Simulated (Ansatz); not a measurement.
C3H9InO (SMILES CC(C)[O][InH2])

Input file:

```
crystal:
  periodic: [false, false, false]
  atoms:
    - {symbol: C, position_ang: [-1.434388, 0.275428, 0.800295]}
    - {symbol: C, position_ang: [-0.025941, -0.031768, 0.323018]}
    - {symbol: C, position_ang: [0.442786, -1.392530, 0.807239]}
    - {symbol: O, position_ang: [0.003766, -0.004756, -1.083440]}
    - {symbol: In, position_ang: [1.114444, 1.256460, -2.142336]}
    - {symbol: H, position_ang: [-1.748095, 1.265186, 0.460188]}
    - {symbol: H, position_ang: [-2.132488, -0.460395, 0.392826]}
    - {symbol: H, position_ang: [-1.497994, 0.250054, 1.891482]}
    - {symbol: H, position_ang: [0.651003, 0.731870, 0.745845]}
    - {symbol: H, position_ang: [1.463395, -1.589414, 0.470723]}
    - {symbol: H, position_ang: [-0.204994, -2.173758, 0.401177]}
    - {symbol: H, position_ang: [0.421915, -1.454123, 1.898635]}
    - {symbol: H, position_ang: [2.033020, 2.307302, -1.148623]}
    - {symbol: H, position_ang: [0.913571, 1.020453, -3.817039]}
basis:
  gaussian: {orbitals: def2-TZVPP}
hamiltonian: {xc: pbe0, dispersion: d4}
output: {orbitals: {seedname: orbitals}}
```

Launched as:

```sh
ansatz run in.yaml --threads 2 --pin off --events-out ev --progress --plain --max-ram 22528MiB --backend cuda --devices 0, --max-vram 18GiB
```

Geometry: PBE0-D4/def2-TZVP; core potentials replace the inner electrons of In.

The calculation used Ansatz 0.2.0, RKS PBE0-D4/def2-TZVPP.

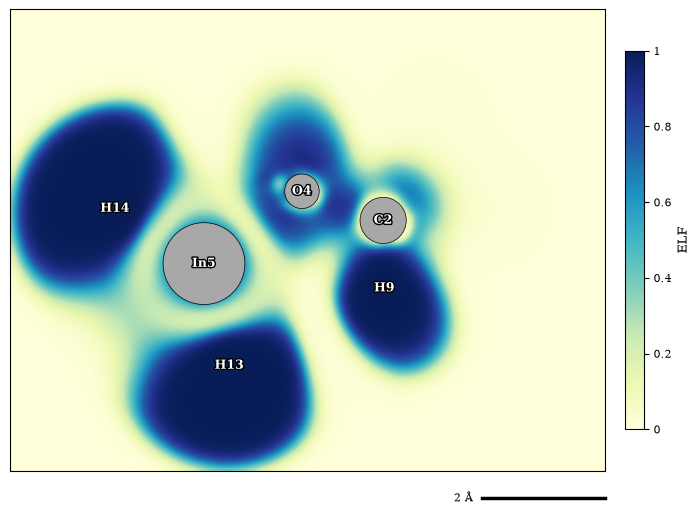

Figure 1. ELF on the plane of atoms O4, C2 and H9. Grey discs cover the atomic cores.

What does the map show?

- Atoms in the plane: C, O, In and H.
- C–O (1.41 Å): the ELF peaks at about 0.90 between the atoms, as expected for a polar covalent bond.
- In–O (1.99 Å): the ELF peaks at about 0.85 in the valence shell of O, 0.5 Å from its nucleus, and drops to about 0.15 between the two atoms.
- C–H (1.10 Å): the ELF climbs to about 1 towards the hydrogen, as it does in any bond to H: a covalent bond by its length.
- In–H (1.70 Å): the ELF climbs to about 1 towards the hydrogen.
- The ELF also peaks beside O4, away from the bonds: lone-pair regions.

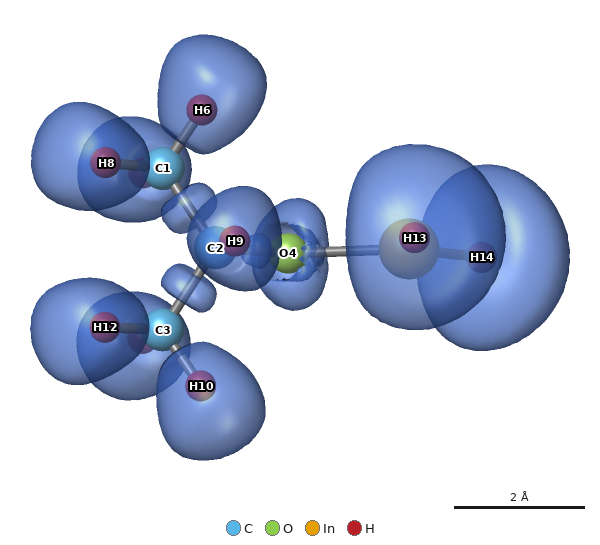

Figure 2. Isosurface of the electron localisation function at 0.8 (blue), seen at a tilt. Core shells and regions of very low density are left out.

Where are the electrons localised?

The surface consists of two regions between bonded C–C atoms (shared pairs), one region between bonded C–O atoms (shared pairs), nine regions around hydrogen nuclei and one region wrapped around O (its valence shell). Profiles from the grid: C–C (1.52 Å): the ELF peaks at about 0.95 between the atoms: a shared electron pair.

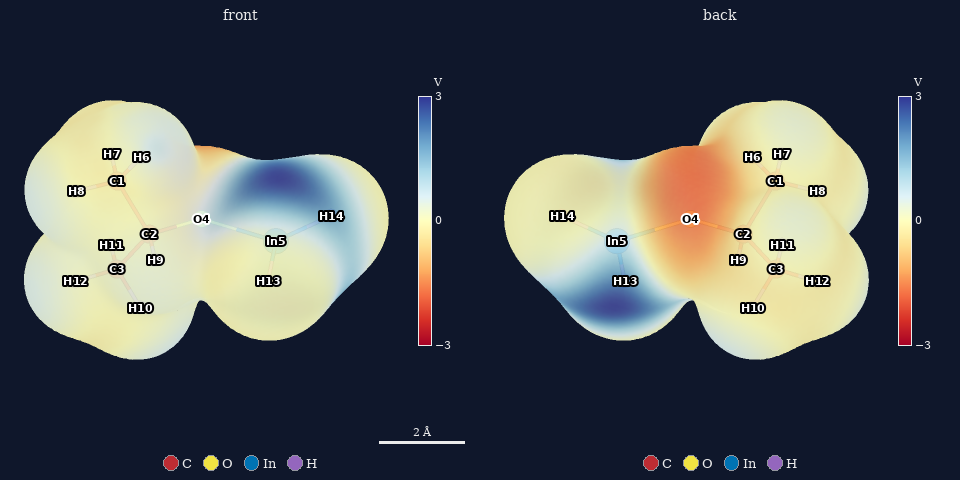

Figure 3. The electrostatic potential painted on the density surface at 0.002 e/bohr³, seen from the front and from behind; red is negative and blue positive.

Describe the electrostatic potential map.

The most negative region (about −1.7 V, or −39 kcal/mol for a unit charge) lies over O4, the most positive (about +2.8 V, or +65 kcal/mol for a unit charge) over In5. O4 is the likeliest acceptor of a hydrogen bond.

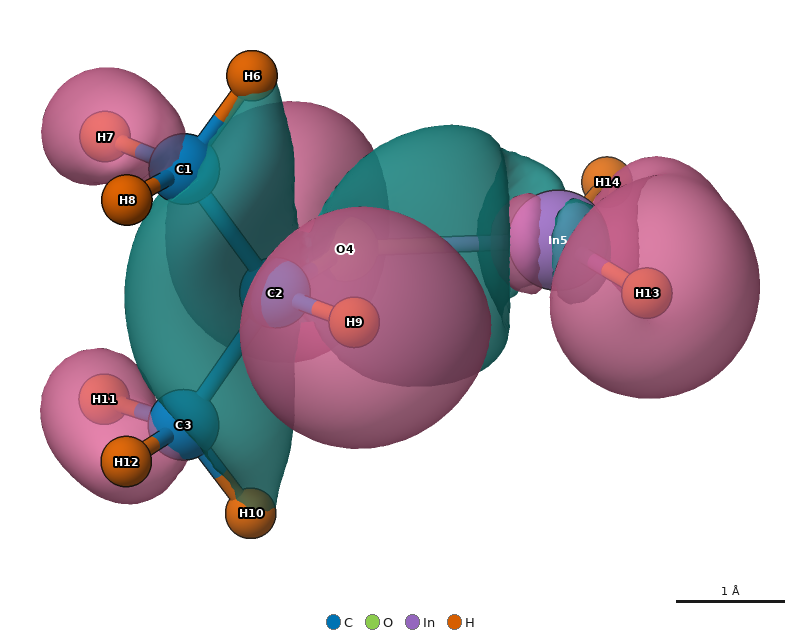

Figure 4. The HOMO−1 at ±0.06 Å⁻³ᐟ² (teal and pink are the two phases), seen at a tilt.

Describe this orbital and give its energy.

Its weight (Hirshfeld) is mainly on O4 (about 50 %), C2 (about 15 %), H9 (about 10 %) and In5 (about 10 %). Its energy is −7.47 eV.
